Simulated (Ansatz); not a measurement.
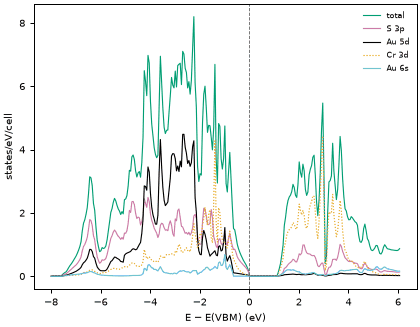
*Total and projected density of states of CrAuS$_{2}$ in space group R-3m (No. 166; Au on 3a, Cr on 3b, S on 6c), r²SCAN (plane waves, PAW; program Ansatz)*

Which orbitals carry the states next to the gap?

Top 1 eV of the valence band: S 3p 43 %, Cr 3d 30 %, Au 5d 17 %, Au 6s 7 %. Bottom 1 eV of the conduction band: Cr 3d 60 %, S 3p 17 %, Au 6s 7 %, S 3s 6 %, outside the projected shells 8 %. Projections are on Löwdin-orthogonalised atomic valence shells; empty p or d shells of many metals are not among them.

Where is the tallest occupied peak in this window, and what makes it?

Near -2.2 eV, about 8.2 states/eV per cell; the largest projected share is Au 5d.

The workflow started from an entry of the Crystallography Open Database (COD); the relaxed space group is not among those it files for this formula. COD files the formula under space group No. 160, so this cell is another polymorph or a model. Its standing as an ambient phase is unchecked. The r²SCAN relaxation kept the symmetry of its start; whether a distortion lowers the energy is not shown. The final state is ferromagnetic, the only order run, not a proven ground state. The cell computed holds one magnetic atom, so no antiferromagnetic order was within reach. Other orbital occupations within this spin state were not tried. No Hubbard U is applied. Scalar-relativistic: spin–orbit coupling is off unless named, which matters more the heavier the elements.

Potentials: the later of the program's two PAW sets.
